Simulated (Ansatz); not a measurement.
Cost and result by functional for the adsorption energy of CH3 on the 1x1 (110) surface of bcc W, one in a 2x2 cell, started at the site 'top W', in Ansatz (plane waves, PAW). Single points on the PBE structure, on one kind of machine; costs are rough ratios of the slab run's core time (references not counted) to the cheapest single point. r2SCAN's cost holds its higher cutoff (500 against 420 eV). Differences are taken against r2SCAN for comparison alone: no measured value is at hand, so the table doesn't rank accuracy.

Set-up: 20 atoms, 6.6 Å thick at the start under the adsorbate (thin: gaps and levels are the slab's own); mesh 6x6x1; 0.1 eV smearing; dipole correction on; 8 atoms held, the rest relaxed; no symmetry held; spin-polarised, no spin-orbit, no U, no dispersion correction. The starting moment vanished. At the end it is bonded to 3 W. In PBE it is, or lies within 0.03 eV of, the lowest of the starts that converged. These notes are the PBE run's. r2SCAN: The program's check for a lower electronic state was not made. Adsorption energies are against CH4(g) − ½ H2(g). A negative adsorption energy means that the adsorbate is more stable on the surface than in its reference.

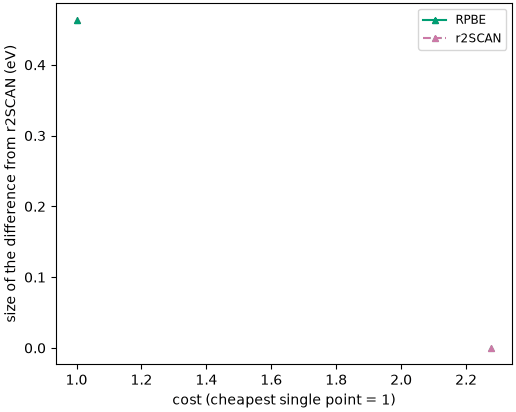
Figure: Difference from r2SCAN against cost

| functional | relative cost | adsorption energy (eV) | less r2SCAN (eV) |
|---|---|---|---|
| RPBE | 1 | 0.29 | 0.46 |
| r2SCAN | 2 | -0.18 | 0.00 |
| PBE (the relaxed run's value) | – | -0.01 | 0.17 |

The values span 0.46 eV, while the single points' costs differ by a factor of roughly 2. Differences are of unrounded values.

Ansatz is an electronic-structure program.
